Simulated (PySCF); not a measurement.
# One shape, several levels: quartet [OF2]+

Wanted: a comparison of 6 runs (UHF/STO-3G, U-wB97X/cc-pVTZ, UB2PLYP/cc-pVTZ, UB3LYP/cc-pVTZ, UM06-L/cc-pVTZ, UPBE0/cc-pVTZ) of quartet [OF2]+. Input form: a Python script.

The calculation is run with PySCF 2.14.0.

1 further run of the same task is left out (set aside as unsound or not needed).

**1. The system as given**

[OF2]+: 3 atoms, total charge +1, spin state quartet. As SMILES of the parent species, `F[O+]F`. The coordinates come from a PBE0-D4/def2-TZVP relaxation. That shape belongs to the parent species and isn't relaxed for this state.

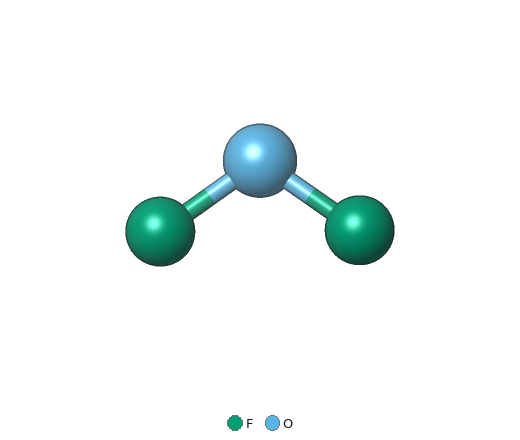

The structure, seen from a chosen angle (fluorine teal, oxygen blue).

**2. The energy at UHF/STO-3G (run 1)**

input.py reads:

```python
from pyscf import gto

molecule = gto.M(
    atom='F 0.920200 -0.309010 0.473410; O 0.000640 0.505210 0.055670; F -0.920840 -0.196190 -0.529090',
    spin=3,
    verbose=3,
    basis='sto-3g',
    charge=1,
    max_memory=1860,
)

hf = molecule.UHF()
hf.conv_tol = 1e-10
hf.kernel()
if not hf.converged:
    hf = hf.newton().run(hf.mo_coeff, hf.mo_occ)

e_final = hf.e_tot
print('E = %.10f Eh' % e_final)
```

Run with:

```console
OMP_NUM_THREADS=1 python input.py
```

Standard output:

```text
WARN: HOMO 0.147148171272882 >= LUMO -0.504220540778234

converged SCF energy = -269.15145884769  <S^2> = 3.8659962  2S+1 = 4.0575836
E = -269.1514588477 Eh
```

Wall time 1.2 s (1 thread of Arm Neoverse N1, shared host); peak memory 0.12 GiB.

**3. A single-point energy at U-wB97X/cc-pVTZ (run 2)**

run.py reads:

```python
from pyscf import gto, dft

molecule = gto.Mole()
molecule.atom = '''
F      1.738926    -0.583944     0.894615
O      0.001209     0.954709     0.105201
F     -1.740135    -0.370745    -0.999835
'''
molecule.spin = 3
molecule.charge = 1
molecule.max_memory = 1860
molecule.verbose = 4
molecule.unit = 'bohr'
molecule.basis = 'cc-pvtz'
molecule.build()

calc0 = dft.UKS(molecule, xc='wb97x')
calc0.grids.level = 5
calc0.conv_tol = 1e-10
calc0.kernel()
if not calc0.converged:
    calc0 = calc0.newton().run(calc0.mo_coeff, calc0.mo_occ)

e_tot = calc0.e_tot
print('E = %.10f Eh' % e_tot)
```

Run with:

```console
OMP_NUM_THREADS=1 python run.py
```

Standard output:

```text
PySCF version 2.14.0

[INPUT] num. atoms = 3
[INPUT] num. electrons = 25
[INPUT] charge = 1
[INPUT] spin (= nelec alpha-beta = 2S) = 3
[INPUT] symmetry False subgroup None
[INPUT] Mole.unit = bohr
[INPUT] Symbol           X                Y                Z      unit          X                Y                Z       unit  Magmom
[INPUT]  1 F      0.920200010676  -0.309009857253   0.473409870547 AA    1.738926000000  -0.583944000000   0.894615000000 Bohr   0.0
[INPUT]  2 O      0.000639775248   0.505210245860   0.055669971766 AA    0.001209000000   0.954709000000   0.105201000000 Bohr   0.0
[INPUT]  3 F     -0.920839785924  -0.196189805063  -0.529089896680 AA   -1.740135000000  -0.370745000000  -0.999835000000 Bohr   0.0

[... 40 lines left out ...]
WARN: HOMO -0.0104804899625819 >= LUMO -0.485355237908086
[... 70 lines left out ...]
converged SCF energy = -273.951457527011  <S^2> = 3.7693145  2S+1 = 4.0096456
E = -273.9514575270 Eh
```

It took 46 s on 1 thread of Arm Neoverse N1, shared host; peak memory 0.44 GiB.

Run 3 isn't shown in full; the table further down has it.

**4. A single-point energy at UB3LYP/cc-pVTZ (run 4)**

start.xyz reads:

```xyz
3

F      0.920200    -0.309010     0.473410
O      0.000640     0.505210     0.055670
F     -0.920840    -0.196190    -0.529090
```

run.py reads:

```python
from pyscf import gto, dft

molecule = gto.M(
    atom='start.xyz',
    basis='cc-pvtz',
    max_memory=1860,
    charge=1,
    verbose=3,
    spin=3,
)

myscf = dft.UKS(molecule)
myscf.xc = 'b3lyp'
myscf.grids.level = 5
myscf.conv_tol = 1e-10
myscf.kernel()
if not myscf.converged:
    myscf = myscf.newton().run(myscf.mo_coeff, myscf.mo_occ)

e_final = myscf.e_tot
print('E(%s) = %.9f' % ('B3LYP', e_final))
```

Run with:

```console
OMP_NUM_THREADS=1 python run.py
```

Standard output:

```text
WARN: HOMO -0.0417992276961083 >= LUMO -0.448211742440103

WARN: HOMO -0.655485592729541 >= LUMO -0.779282169597785

WARN: HOMO -0.579128022918709 >= LUMO -0.745579556922486

WARN: HOMO -0.541879989415378 >= LUMO -0.70258683302028

WARN: HOMO -0.545096021689552 >= LUMO -0.698477662832577

WARN: HOMO -0.546052732989889 >= LUMO -0.697713360041774

WARN: HOMO -0.546329367734712 >= LUMO -0.697597674024061

WARN: HOMO -0.546611800839742 >= LUMO -0.69773642305273

WARN: HOMO -0.546548612122272 >= LUMO -0.697650347600987

WARN: HOMO -0.546536364859293 >= LUMO -0.697642920526967

WARN: HOMO -0.5465387762462 >= LUMO -0.697644434170741

WARN: HOMO -0.546538895305009 >= LUMO -0.697644830632676

WARN: HOMO -0.546538543660334 >= LUMO -0.697646140908665

WARN: HOMO -0.546537631612786 >= LUMO -0.697645033625433

WARN: HOMO -0.546537264674045 >= LUMO -0.697644829438353

WARN: HOMO -0.546537407729728 >= LUMO -0.697644732966291

WARN: HOMO -0.546537344109236 >= LUMO -0.697644582644893

converged SCF energy = -274.021038144136  <S^2> = 3.7660278  2S+1 = 4.0080059
E(B3LYP) = -274.021038144
```

It took 35 s on 1 thread of Arm Neoverse N1, shared host; peak memory 0.44 GiB.

Run 5 isn't shown in full; the table further down has it.

**5. A single-point energy at UPBE0/cc-pVTZ (run 6)**

run.py reads:

```python
from pyscf import gto, dft

system = gto.M(
    atom='F 0.920200 -0.309010 0.473410; O 0.000640 0.505210 0.055670; F -0.920840 -0.196190 -0.529090',
    basis='cc-pvtz',
    charge=1,
    max_memory=1860,
    verbose=3,
    spin=3,
)

mf = dft.UKS(system)
mf.xc = 'pbe0'
mf.conv_tol = 1e-10
mf.grids.level = 5
mf.kernel()
if not mf.converged:
    mf = mf.newton().run(mf.mo_coeff, mf.mo_occ)

etot = mf.e_tot
print('E = %.10f Eh' % etot)
```

Run with:

```console
OMP_NUM_THREADS=1 python run.py
```

Standard output:

```text
WARN: HOMO -0.0323720775431138 >= LUMO -0.452453633183753

WARN: HOMO -0.671455408986027 >= LUMO -0.775198355172877

WARN: HOMO -0.588429316451395 >= LUMO -0.732663739661431

WARN: HOMO -0.552512331282271 >= LUMO -0.688931618594703

WARN: HOMO -0.555579106875618 >= LUMO -0.683057277077646

WARN: HOMO -0.557127347243719 >= LUMO -0.682182019895547

WARN: HOMO -0.557291567184329 >= LUMO -0.682161836175183

WARN: HOMO -0.557487769448823 >= LUMO -0.682215966887153

WARN: HOMO -0.557396640268935 >= LUMO -0.682093651943902

WARN: HOMO -0.557385539805656 >= LUMO -0.682090123194389

WARN: HOMO -0.557386155064242 >= LUMO -0.682091445620964

WARN: HOMO -0.557384924519011 >= LUMO -0.682091679003266

WARN: HOMO -0.55738292764805 >= LUMO -0.682093280770811

WARN: HOMO -0.557382913033091 >= LUMO -0.682091707220195

WARN: HOMO -0.557383752481295 >= LUMO -0.682092410430974

WARN: HOMO -0.557383094773209 >= LUMO -0.682091563304947

WARN: HOMO -0.557383267414679 >= LUMO -0.682091482399334

converged SCF energy = -273.759160326916  <S^2> = 3.7699027  2S+1 = 4.009939
E = -273.7591603269 Eh
```

It took 33 s on 1 thread of Arm Neoverse N1, shared host; peak memory 0.44 GiB.

**6. Overview of the runs**

| run | level | integration grid | frozen core orbitals | energy (Eh) | HOMO energy (eV) | ⟨S²⟩ | wall time |
| --- | --- | --- | --- | --- | --- | --- | --- |
| 1 | UHF/STO-3G | – | – | -269.151459 | -18.06 | 3.866 | 1.2 s |
| 2 | U-wB97X/cc-pVTZ | 5 | – | -273.951458 | -17.57 | 3.769 | 46 s |
| 3 | UB2PLYP/cc-pVTZ | 5 | 3 | -273.868133 | -17.66 | 3.802 | 37 s |
| 4 | UB3LYP/cc-pVTZ | 5 | – | -274.021038 | -14.87 | 3.766 | 35 s |
| 5 | UM06-L/cc-pVTZ | 5 | – | -273.990071 | -13.31 | 3.765 | 88 s |
| 6 | UPBE0/cc-pVTZ | 5 | – | -273.759160 | -15.17 | 3.770 | 33 s |

**7. Results**

| quantity | value |
| --- | --- |
| run 6: total energy | -273.75916 Eh |
| run 6: HOMO energy (highest over α and β) | -15.17 eV |
| run 6: ⟨S²⟩ | 3.770 |

**Reading.** Totals of different functionals can't be ranked against each other. In run 1 the basis is minimal, so the values are rough. Spin contamination of the reference: run 1 ⟨S²⟩ = 3.87. All runs together took 4 min, the longest 88 s.
